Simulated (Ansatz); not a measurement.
**AlFH2S (built from SMILES [F][AlH][SH]): functionals against CCSD(T) at one geometry**

Aim: energy, forces and dipole at a displaced guess of a reacting structure, from CCSD(T) and from density functionals.

Method: single points in def2-TZVPP; program: Ansatz 0.2.0, Gaussian basis.

Cores are frozen in the correlated methods.

## Step 1: Starting geometry

5 atoms, charge 0, spin multiplicity 1.

Atoms are counted from 1 here; the program's logs count them from 0.

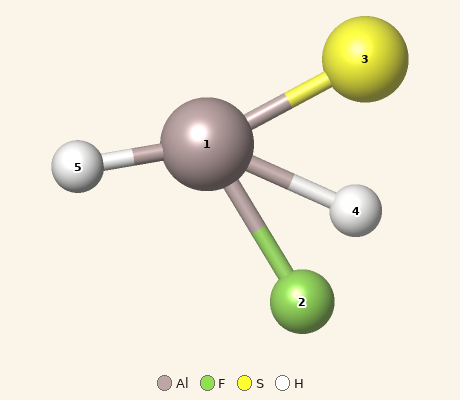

As it starts; aluminium light grey, fluorine green, sulfur yellow, hydrogen white; atoms are numbered from 1 in the order of the file.

As a file:

```mol
AlFH2S
  3D, bonds by distance, orders not assigned

  5  4  0  0  0  0  0  0  0  0999 V2000
   -0.5996   -0.3216    0.2454 Al  0  0
    1.2904    0.5620    0.4883 F   0  0
   -0.3514   -0.0164   -1.7724 S   0  0
    0.8215    0.5116   -0.6169 H   0  0
   -1.2170   -0.6919    1.5718 H   0  0
  1  2  8  0
  1  3  8  0
  1  4  8  0
  1  5  8  0
M  END
```

## Step 2: CCSD(T)/def2-TZVPP

run/in.yaml reads:

```yaml
crystal:
  periodic: [false, false, false]
  atoms:
    - {symbol: Al, position_ang: [-0.599600, -0.321600, 0.245400]}
    - {symbol: F, position_ang: [1.290400, 0.562000, 0.488300]}
    - {symbol: S, position_ang: [-0.351400, -0.016400, -1.772400]}
    - {symbol: H, position_ang: [0.821500, 0.511600, -0.616900]}
    - {symbol: H, position_ang: [-1.217000, -0.691900, 1.571800]}
basis:
  gaussian: {orbitals: def2-TZVPP}
correlation: {method: ccsd_t}
output: {forces: true}
```

No record of the launch command was kept for these runs.

## Step 3: PBE0-D4/def2-TZVPP

run/in.yaml: that of step 2 with these lines changed.

```diff
@@ -10,3 +10,3 @@
   gaussian: {orbitals: def2-TZVPP}
-correlation: {method: ccsd_t}
-output: {forces: true}
+hamiltonian: {xc: pbe0, dispersion: d4}
+output: {forces: true, orbitals: {seedname: orbitals}}
```

## Step 4: wB97M-V/def2-TZVPP

run/in.yaml: that of step 3 with these lines changed.

```diff
@@ -10,3 +10,3 @@
   gaussian: {orbitals: def2-TZVPP}
-hamiltonian: {xc: pbe0, dispersion: d4}
-output: {forces: true, orbitals: {seedname: orbitals}}
+hamiltonian: {xc: {name: wB97M-V}}
+output: {forces: true}
```

## Step 5: r2SCAN-D4/def2-TZVPP

run/in.yaml: that of step 4 with these lines changed.

```diff
@@ -10,3 +10,3 @@
   gaussian: {orbitals: def2-TZVPP}
-hamiltonian: {xc: {name: wB97M-V}}
+hamiltonian: {xc: r2scan, dispersion: d4}
 output: {forces: true}
```

## Step 6: PBE-D4/def2-TZVPP

run/in.yaml: that of step 5 with these lines changed.

```diff
@@ -10,3 +10,3 @@
   gaussian: {orbitals: def2-TZVPP}
-hamiltonian: {xc: r2scan, dispersion: d4}
+hamiltonian: {xc: pbe, dispersion: d4}
 output: {forces: true}
```

## Step 7: r2SCANh-D4/def2-TZVPP

run/in.yaml: that of step 6 with these lines changed.

```diff
@@ -10,3 +10,3 @@
   gaussian: {orbitals: def2-TZVPP}
-hamiltonian: {xc: pbe, dispersion: d4}
+hamiltonian: {xc: {name: r2SCANh}, dispersion: d4}
 output: {forces: true}
```

## Step 8: CAM-B3LYP-D4/def2-TZVPP

run/in.yaml: that of step 7 with these lines changed.

```diff
@@ -10,3 +10,3 @@
   gaussian: {orbitals: def2-TZVPP}
-hamiltonian: {xc: {name: r2SCANh}, dispersion: d4}
+hamiltonian: {xc: {name: CAM-B3LYP}, dispersion: d4}
 output: {forces: true}
```

(Steps that only read results are left out.)

**Question.** What will these runs give? Wanted: energy less free atoms, CCSD(T)/def2-TZVPP; RMS force component; RMS force error; HOMO and LUMO, PBE0-D4; T1 diagnostic.

As calculated:

```
                                  quantity                                                                                                   value
energy less free atoms, CCSD(T)/def2-TZVPP                                                                                              -13.774 eV
                       RMS force component                                                                    0.626 to 0.729 eV/Å over the methods
                           RMS force error  PBE0-D4 0.119, wB97M-V 0.115, r2SCAN-D4 0.130, PBE-D4 0.210, r2SCANh-D4 0.121, CAM-B3LYP-D4 0.164 eV/Å
                    HOMO and LUMO, PBE0-D4                                                                                      -7.65 and -1.56 eV
                             T1 diagnostic                                                                                                   0.015
```

In words: Against CCSD(T) the functionals' energies less atoms differ by -0.863 to -0.318 eV, PBE-D4 by -0.863 eV. A larger basis would deepen the CCSD(T) value, while the functionals are nearly converged already, so the order here is not reliable. The forces of wB97M-V come nearest to CCSD(T), those of PBE-D4 are farthest. Frozen-core CCSD(T) forces in triple zeta carry basis errors of their own, and this is one geometry, so small gaps rank nothing.
